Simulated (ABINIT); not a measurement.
# Te2Mo (P6_3/mmc): G0W0 in ABINIT against the plane-wave cutoff

Wanted: the cheapest plane-wave cutoff that holds the gap of Te2Mo (P6_3/mmc).

Main program and level: ABINIT 10.8.3; PBE and many-body steps on it, plane waves.

### Step 1. Set-up

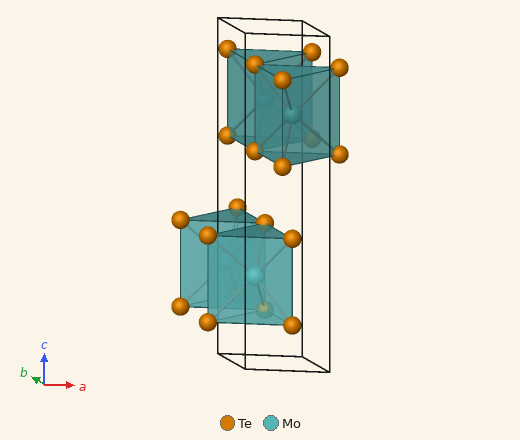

The cell as given, slightly off an axis (tellurium orange, molybdenum teal). 1×2×1 cells are drawn. Some periodic images of atoms are drawn too.

Coordinates:

```cif
data_structure
_symmetry_space_group_name_H-M 'P 1'
_symmetry_Int_Tables_number 1
_cell_length_a 3.5182
_cell_length_b 3.5182
_cell_length_c 13.9736
_cell_angle_alpha 90.000
_cell_angle_beta 90.000
_cell_angle_gamma 120.000
_cell_volume 149.79
loop_
_atom_site_label
_atom_site_type_symbol
_atom_site_fract_x
_atom_site_fract_y
_atom_site_fract_z
_atom_site_occupancy
Te1 Te 0.33333 0.66667 0.62100 1
Te2 Te 0.66667 0.33333 0.12100 1
Te3 Te 0.33333 0.66667 0.87900 1
Te4 Te 0.66667 0.33333 0.37900 1
Mo5 Mo 0.33333 0.66667 0.25000 1
Mo6 Mo 0.66667 0.33333 0.75000 1
```

The cell and positions come from the Crystallography Open Database and are kept as given unless a step says otherwise. Spin-orbit coupling is left out unless a step names it.

### Step 2. Empty states on the mesh, 3×3×1 mesh, 424 bands

This step: ABINIT 10.8.3; DFT, PBE, plane waves, norm-conserving pseudopotentials.

The sums over transitions need many empty states on a uniform mesh; this step solves for them.

The input, run.abi:

```
acell 3*1.0 Angstrom
rprim 
  3.518200000003 -0.000000000001 0.000000000000
  -1.759100000001 3.046850575598 0.000000000000
  0.000000000000 0.000000000000 13.973600000000
ntypat 2
znucl 52 42
natom 6
typat 1 1 1 1 2 2
xred 
  0.333333333333 0.666666666667 0.621000000000
  0.666666666667 0.333333333333 0.121000000000
  0.333333333333 0.666666666667 0.879000000000
  0.666666666667 0.333333333333 0.379000000000
  0.333333333333 0.666666666667 0.250000000000
  0.666666666667 0.333333333333 0.750000000000
pp_dirpath "pseudos"
pseudos "Te.upf, Mo.upf"
ecut 36
ngkpt 3 3 1
nshiftk 1
shiftk 0 0 0
kptopt 1
chksymbreak 0
iscf -2
irdden 1
istwfk *1
nband 424
nbdbuf 38
tolwfr 1e-09
nstep 60
prtvol 0
indata_prefix "in"
outdata_prefix "out"
tmpdata_prefix "tmp"
```

The run is started by

```console
OMP_NUM_THREADS=1 mpirun -n 8 abinit run.abi > log
```

Numbers of over 12 decimals in the logs are rounded to 6 here.

The log of the run:

```text
.Version 10.8.3 of ABINIT. v10.8.2 released Aug 2026.

 Symmetries : space group P6_3/m m c (#194); Bravais hP (primitive hexag.)
[... echo of the input left out ...]
== DATASET  1 ==================================================================
-   mpi_nproc: 8, omp_nthreads: 1 (-1 if OMP is not activated)
-    --> not optimal distribution: autoparal keyword recommended in input file <--

--- !DatasetInfo
iteration_state: {dtset: 1, }
dimensions: {natom: 6, nkpt: 3, mband: 424, nsppol: 1, nspinor: 1, nspden: 1, mpw: 10515, }
cutoff_energies: {ecut:  36.0, pawecutdg:  -1.0, }
[...]
3.82073    3.84214    3.85849    3.85855    3.86907    3.87094    3.87746    3.89156
   3.90495    3.90525    3.90662    3.90693    3.90861    3.91044    3.91633    3.93085
 prteigrs : prtvol=0 or 1, do not print more k-points.

== END DATASET(S) ==============================================================
================================================================================

 -outvars: echo values of variables after computation  --------
            nband         424
             nkpt           3
          spgroup         194
 [... the other variables as echoed above ...]

 Calculation completed.
```

Elapsed: 8.7 min, on 8 MPI ranks of Intel Xeon Platinum 8488C (Sapphire Rapids), shared host; peak memory 0.93 GiB; 70 min of CPU time.

This step gave:

* gap: 0.9565 eV
* k of the valence top: 0, 0, 0
* k of the conduction bottom: 0.3333, 0.3333, 0
* least direct gap: 1.038 eV
* k points computed: 3
* lowest point of the top converged band, above the valence top: 88.2019 eV

On this mesh the gap is 0.956 eV.

The density comes from a self-consistent run that is not shown.

### Step 3. Empty states on the mesh, 3×3×1 mesh, 140 bands

Edit run.abi of step 2 so:

```diff
@@ -18,3 +18,3 @@
 pseudos "Te.upf, Mo.upf"
-ecut 36
+ecut 22
 ngkpt 3 3 1
@@ -24,10 +24,10 @@
 chksymbreak 0
-iscf -2
 irdden 1
 istwfk *1
-nband 424
-nbdbuf 38
-tolwfr 1e-09
-nstep 60
+nband 140
 prtvol 0
+optdriver 6
+gwr_task "HDIAGO"
+paral_kgb 0
+occopt 1
 indata_prefix "in"
```

The log of the run:

```text
[banner, memory and clock lines left out]
.Version 10.8.3 of ABINIT. v10.8.2 released Aug 2026.

 Symmetries : space group P6_3/m m c (#194); Bravais hP (primitive hexag.)
[... echo of the input left out ...]
== DATASET  1 ==================================================================
-   mpi_nproc: 8, omp_nthreads: 1 (-1 if OMP is not activated)

--- !DatasetInfo
iteration_state: {dtset: 1, }
dimensions: {natom: 6, nkpt: 3, mband: 140, nsppol: 1, nspinor: 1, nspden: 1, mpw: 4984, }
cutoff_energies: {ecut:  22.0, pawecutdg:  -1.0, }
[...]
Integrated=    9.2000E+01

 === KS gaps after direct diagonalization ===
 Indirect band gap semiconductor
 Fundamental gap:     0.952 (eV)
   VBM:     8.007 (eV) at k: [ 0.0000E+00,  0.0000E+00,  0.0000E+00]
   CBM:     8.959 (eV) at k: [ 3.3333E-01,  3.3333E-01,  0.0000E+00]
 Direct gap:         1.041 (eV) at k: [ 3.3333E-01,  3.3333E-01,  0.0000E+00]

== END DATASET(S) ==============================================================

 -outvars: echo values of variables after computation  --------
           etotal      0.0000000000E+00
            nband         140
             nkpt           3
          spgroup         194
 [... the other variables as echoed above ...]

 Calculation completed.
```

Wall time 50 s (8 MPI ranks); peak memory 7.7 GiB.

Numbers from this step:

- gap: 0.9517 eV
- k of the valence top: 0, 0, 0
- k of the conduction bottom: 0.3333, 0.3333, 0
- least direct gap: 1.041 eV
- k points computed: 3
- lowest point of the top converged band, above the valence top: 31.96 eV

On this mesh the gap is 0.952 eV.

### Step 4. Empty states on the mesh, 3×3×1 mesh, 144 bands

Edit run.abi of step 3 so:

```diff
@@ -18,3 +18,3 @@
 pseudos "Te.upf, Mo.upf"
-ecut 22
+ecut 29
 ngkpt 3 3 1
@@ -24,10 +24,10 @@
 chksymbreak 0
+iscf -2
 irdden 1
 istwfk *1
-nband 140
+nband 144
+nbdbuf 12
+tolwfr 1e-09
+nstep 60
 prtvol 0
-optdriver 6
-gwr_task "HDIAGO"
-paral_kgb 0
-occopt 1
 indata_prefix "in"
```

The log of the run:

```text
.Version 10.8.3 of ABINIT. v10.8.2 released Aug 2026.

 Symmetries : space group P6_3/m m c (#194); Bravais hP (primitive hexag.)
[... echo of the input left out ...]
== DATASET  1 ==================================================================
-   mpi_nproc: 8, omp_nthreads: 1 (-1 if OMP is not activated)
-    --> not optimal distribution: autoparal keyword recommended in input file <--

--- !DatasetInfo
iteration_state: {dtset: 1, }
dimensions: {natom: 6, nkpt: 3, mband: 144, nsppol: 1, nspinor: 1, nspden: 1, mpw: 7542, }
cutoff_energies: {ecut:  29.0, pawecutdg:  -1.0, }
[...]
1.50528    1.55030    1.55030    1.59152    1.59853    1.60933    1.62386    1.62386
   1.64232    1.64242    1.64588    1.65236    1.66354    1.66363    1.67188    1.67201
 prteigrs : prtvol=0 or 1, do not print more k-points.

== END DATASET(S) ==============================================================
================================================================================

 -outvars: echo values of variables after computation  --------
            nband         144
             nkpt           3
          spgroup         194
 [... the other variables as echoed above ...]

 Calculation completed.
```

It took 67 s on 8 MPI ranks; peak memory 0.72 GiB; 8.8 min of CPU time.

This step gave:

```yaml
gap: 0.9562 eV
k_of_the_valence_top: 0, 0, 0
k_of_the_conduction_bottom: 0.3333, 0.3333, 0
least_direct_gap: 1.038 eV
k_points_computed: 3
lowest_point_of_the_top_converged_band_above_the_valence_top: 31.87 eV
```

On this mesh the gap is 0.956 eV.

### Step 5. Empty states on the mesh, 3×3×1 mesh, 144 bands

Edit run.abi of step 4 so:

```diff
@@ -18,3 +18,3 @@
 pseudos "Te.upf, Mo.upf"
-ecut 29
+ecut 45
 ngkpt 3 3 1
```

The log of the run:

```text
.Version 10.8.3 of ABINIT. v10.8.2 released Aug 2026.

 Symmetries : space group P6_3/m m c (#194); Bravais hP (primitive hexag.)
[... echo of the input left out ...]
== DATASET  1 ==================================================================
-   mpi_nproc: 8, omp_nthreads: 1 (-1 if OMP is not activated)
-    --> not optimal distribution: autoparal keyword recommended in input file <--

--- !DatasetInfo
iteration_state: {dtset: 1, }
dimensions: {natom: 6, nkpt: 3, mband: 144, nsppol: 1, nspinor: 1, nspden: 1, mpw: 14646, }
cutoff_energies: {ecut:  45.0, pawecutdg:  -1.0, }
[...]
1.50481    1.54970    1.54970    1.59121    1.59836    1.60916    1.62371    1.62371
   1.64176    1.64178    1.64507    1.65208    1.66318    1.66351    1.67034    1.67142
 prteigrs : prtvol=0 or 1, do not print more k-points.

== END DATASET(S) ==============================================================
================================================================================

 -outvars: echo values of variables after computation  --------
            nband         144
             nkpt           3
          spgroup         194
 [... the other variables as echoed above ...]

 Calculation completed.
```

Wall time 2.4 min (8 MPI ranks); peak memory 0.89 GiB; 19 min of CPU time.

Numbers from this step:

| Property | Result |
| --- | --- |
| gap | 0.9565 eV |
| k of the valence top | 0, 0, 0 |
| k of the conduction bottom | 0.3333, 0.3333, 0 |
| least direct gap | 1.038 eV |
| k points computed | 3 |
| lowest point of the top converged band, above the valence top | 31.86 eV |

On this mesh the gap is 0.956 eV.

### Step 6. Screening, 3×3×1 mesh, 132 bands, screening to 106.1 eV

The RPA dielectric matrix is built and inverted for each q.

This step: RPA screening on PBE, plane waves, norm-conserving pseudopotentials.

Edit run.abi of step 5 so:

```diff
@@ -18,3 +18,3 @@
 pseudos "Te.upf, Mo.upf"
-ecut 45
+ecut 22
 ngkpt 3 3 1
@@ -24,10 +24,11 @@
 chksymbreak 0
-iscf -2
-irdden 1
 istwfk *1
-nband 144
-nbdbuf 12
-tolwfr 1e-09
-nstep 60
-prtvol 0
+occopt 1
+irdwfk 1
+optdriver 3
+nband 132
+ecuteps 3.9
+inclvkb 2
+awtr 1
+symchi 1
 indata_prefix "in"
```

The log of the run:

```text
.Version 10.8.3 of ABINIT. v10.8.2 released Aug 2026.

 Symmetries : space group P6_3/m m c (#194); Bravais hP (primitive hexag.)
[... echo of the input left out ...]
== DATASET  1 ==================================================================
-   mpi_nproc: 8, omp_nthreads: 1 (-1 if OMP is not activated)

--- !DatasetInfo
iteration_state: {dtset: 1, }
dimensions: {natom: 6, nkpt: 3, mband: 132, nsppol: 1, nspinor: 1, nspden: 1, mpw: 4984, }
cutoff_energies: {ecut:  22.0, pawecutdg:  -1.0, }
electrons: {nelect:   9.20000000E+01, charge:   0.00000000E+00, occopt:   1.00000000E+00, tsmear:   1.00000000E-02, }

 SCREENING: Calculation of the susceptibility and dielectric matrices

 Based on a program developped by R.W. Godby, V. Olevano, G. Onida, and L. Reining.
 Incorporated in ABINIT by V. Olevano, G.-M. Rignanese, and M. Torrent.
.Using double precision arithmetic ; gwpc =  8

[... cell and pseudopotentials left out ...]
--------------------------------------------------------------------------------

 ==== K-mesh for the wavefunctions ====
 Number of points in the irreducible wedge :     3
[... list of points left out ...]
 Together with 24 symmetry operations and time-reversal symmetry
 yields     9 points in the full Brillouin Zone.

 ==== Q-mesh for the screening function ====
 Number of points in the irreducible wedge :     3
[... list of points left out ...]
 Together with 24 symmetry operations and time-reversal symmetry
 yields     9 points in the full Brillouin Zone.

 setmesh: FFT mesh size selected  =    18x   18x   80
          total number of points  =        25920

 vcoul_init : cutoff-mode = AUXILIARY_FUNCTION
 q-points for optical limit:   1
     1)      0.000010    0.000020    0.000030

- screening: taking advantage of time-reversal symmetry
- Maximum band index for partially occupied states nbvw = 46
- Remaining bands to be divided among processors   nbcw = 86
- Number of bands treated by each node ~10

 Number of electrons calculated from density =   92.0000; Expected =   92.0000
 average of density, n =  0.091015
 r_s =    1.3791
 omega_plasma =   29.1012 [eV]

 calculating chi0 at frequencies [eV] :
  1    0.000000E+00    0.000000E+00
  2    0.000000E+00    2.910122E+01

--------------------------------------------------------------------------------
  q-point number  1        q = ( 0.000000, 0.000000, 0.000000) [r.l.u.]
--------------------------------------------------------------------------------
[... chi0 elements left out ...]
 For q-point:  0.000010 0.000020 0.000030
  dielectric constant =  20.2958
  dielectric constant without local fields =  22.8693

  Average fulfillment of the sum rule on Im[epsilon] for q-point    1 :     56.54  [%]
[... wings left out ...]
  q-point number  2        q = ( 0.333333, 0.000000, 0.000000) [r.l.u.]
--------------------------------------------------------------------------------
[... chi0 elements left out ...]
  Average fulfillment of the sum rule on Im[epsilon] for q-point    2 :     51.97  [%]

 [... 1 further q-points ...]
```

The job ended after 24 s (8 MPI ranks; peak memory 1.5 GiB; 3.1 min of CPU time).

This step gave:

| Quantity | Value |
| --- | --- |
| ε∞ with local fields, on this mesh, along the program's q direction | 20.30 |
| the same without local fields | 22.87 |
| plasma frequency | 29.10 eV |
| plane waves in the screening matrix | 341 |

Local fields lower ε∞ by 11 %. On a Γ-centred mesh this coarse the value itself is usually too large, while a short band sum pulls it down.

### Step 7. 22 Ha

This step: G0W0 on PBE, plane waves, norm-conserving pseudopotentials.

Edit run.abi of step 6 so:

```diff
@@ -27,8 +27,17 @@
 irdwfk 1
-optdriver 3
+optdriver 4
 nband 132
+gwcalctyp 0
+ecutsigx 22
+symsigma 1
+nkptgw 2
+kptgw 
+  0.0000000000 0.0000000000 0.0000000000
+  0.3333333333 0.3333333333 0.0000000000
+bdgw 
+  45 48
+  45 48
 ecuteps 3.9
-inclvkb 2
-awtr 1
-symchi 1
+irdscr 1
+ppmodel 1
 indata_prefix "in"
```

The log of the run:

```text
.Version 10.8.3 of ABINIT. v10.8.2 released Aug 2026.

 Symmetries : space group P6_3/m m c (#194); Bravais hP (primitive hexag.)
[... echo of the input left out ...]
== DATASET  1 ==================================================================
-   mpi_nproc: 8, omp_nthreads: 1 (-1 if OMP is not activated)

--- !DatasetInfo
iteration_state: {dtset: 1, }
dimensions: {natom: 6, nkpt: 3, mband: 132, nsppol: 1, nspinor: 1, nspden: 1, mpw: 4984, }
cutoff_energies: {ecut:  22.0, pawecutdg:  -1.0, }
electrons: {nelect:   9.20000000E+01, charge:   0.00000000E+00, occopt:   1.00000000E+00, tsmear:   1.00000000E-02, }

 SIGMA: Calculation of the GW corrections

 Based on a program developped by R.W. Godby, V. Olevano, G. Onida, and L. Reining.
 Incorporated in ABINIT by V. Olevano, G.-M. Rignanese, and M. Torrent.
.Using double precision arithmetic ; gwpc =  8

[... cell and pseudopotentials left out ...]
--------------------------------------------------------------------------------

 ==== K-mesh for the wavefunctions ====
 Number of points in the irreducible wedge :     3
[... list of points left out ...]
 Together with 24 symmetry operations and time-reversal symmetry
 yields     9 points in the full Brillouin Zone.

 ==== Q-mesh for screening function ====
 Number of points in the irreducible wedge :     3
[... list of points left out ...]
 Together with 24 symmetry operations and time-reversal symmetry
 yields     9 points in the full Brillouin Zone.

 vcoul_init : cutoff-mode = AUXILIARY_FUNCTION
 q-points for optical limit:   1
     1)      0.000010    0.000020    0.000030
 setmesh: FFT mesh size selected  =    25x   25x  120
          total number of points  =        75000

 Number of electrons calculated from density =   92.0000; Expected =   92.0000
 average of density, n =  0.091015
 r_s =    1.3791
 omega_plasma =   29.1012 [eV]

 === KS Band Gaps ===
  >>>> For spin  1
   Minimum direct gap =   1.0408 [eV], located at k-point      :   0.3333  0.3333  0.0000
   Fundamental gap    =   0.9517 [eV], Top of valence bands at :   0.0000  0.0000  0.0000
                                       Bottom of conduction at :   0.3333  0.3333  0.0000
 SIGMA fundamental parameters:
 PLASMON POLE MODEL  1
 number of plane-waves for SigmaX                 4909
 number of plane-waves for SigmaC and W            341
 number of plane-waves for wavefunctions          4909
 number of bands                                   132
 number of independent spin polarizations            1
 number of spinorial components                      1
 number of k-points in IBZ                           3
 number of q-points in IBZ                           3
 number of symmetry operations                      24
 number of k-points in BZ                            9
 number of q-points in BZ                            9
 number of frequencies for dSigma/dE                 9
 frequency step for dSigma/dE [eV]                0.25
 number of omega for Sigma on real axis              0
 max omega for Sigma on real axis  [eV]           0.00
 zcut for avoiding poles [eV]                     0.10

 EPSILON^-1 parameters (SCR file):
 dimension of the eps^-1 matrix on file            341
 dimension of the eps^-1 matrix used               341
 number of plane-waves for wavefunctions          4909
 number of bands                                   132
 number of q-points in IBZ                           3
 number of frequencies                               2
 number of real frequencies                          1
 number of imag frequencies                          1

 matrix elements of self-energy operator (all in [eV])

 Perturbative Calculation

--- !SelfEnergy_ee
iteration_state: {dtset: 1, }
kpoint     : [   0.000,    0.000,    0.000, ]
spin       : 1
KS_gap     :    2.874
QP_gap     :    2.699
Delta_QP_KS:   -0.175
data: !SigmaeeData |
     Band     E0 <VxcDFT>   SigX SigC(E0)      Z dSigC/dE  Sig(E)    E-E0       E
       45   7.665 -12.606 -15.501   2.231   0.799  -0.251 -13.137  -0.531   7.134
       46   8.007 -16.005 -16.805   1.348   0.775  -0.290 -15.580   0.425   8.432
       47  10.881 -14.230 -10.842  -3.072   0.792  -0.263 -13.980   0.250  11.131
       48  10.881 -14.230 -10.842  -3.072   0.792  -0.263 -13.980   0.250  11.131

--- !SelfEnergy_ee
iteration_state: {dtset: 1, }
kpoint     : [   0.333,    0.333,    0.000, ]
spin       : 1
KS_gap     :    1.041
QP_gap     :    1.569
Delta_QP_KS:    0.528
data: !SigmaeeData |
     Band     E0 <VxcDFT>   SigX SigC(E0)      Z dSigC/dE  Sig(E)    E-E0       E
       45   7.685 -15.438 -16.654   1.771   0.771  -0.298 -15.011   0.428   8.113
       46   7.918 -16.117 -17.279   1.776   0.769  -0.300 -15.644   0.473   8.390
       47   8.959 -16.975 -12.300  -3.368   0.766  -0.306 -15.974   1.001   9.959
       48   8.959 -16.975 -12.300  -3.368   0.766  -0.306 -15.974   1.001   9.959

== END DATASET(S) ==============================================================
================================================================================

 -outvars: echo values of variables after computation  --------
           etotal      0.0000000000E+00
            nband         132
             nkpt           3
          spgroup         194
 [... the other variables as echoed above ...]

 Calculation completed.
```

Elapsed: 7.2 s, on 8 MPI ranks; peak memory 1.2 GiB; 54 s of CPU time.

Numbers from this step:

```
G0W0 gap on the points computed              : 1.527 eV
starting gap on the mesh                     : 0.9517 eV
k of the valence top                         : 0, 0, 0
k of the conduction bottom                   : 0.3333, 0.3333, 0
Z at the valence top                         : 0.775
Z at the conduction bottom                   : 0.766
least direct G0W0 gap on the computed points : 1.569 eV
```

(Continued in part 2 of 2.)

[Paths, hosts, dates, memory and timing lines, banners, echoed tables and standing remarks are left out of the program output.]

[Logs are printed without paths, hosts, clocks, repeated set-up lines and the standing remarks that a program may print on its own settings, such as how far it seeks lower states.]

[Runs of the session that timed out or met a known fault of the program may be left out.]

[Hosts, paths, dates, database ids (printed as entryN), source tags and the programs' standing remarks are cut or masked in the printed files.]

[G0W0 gaps are taken among the corrected bands and points alone; a level outside them can change the order at an edge.]

[Where Ansatz stands beside ABINIT at settings called matched, ABINIT's density can come from a denser mesh and the files from another edition; pairs whose starting gaps differed by over 0.03 eV were left out, so agreement reads better than it is.]
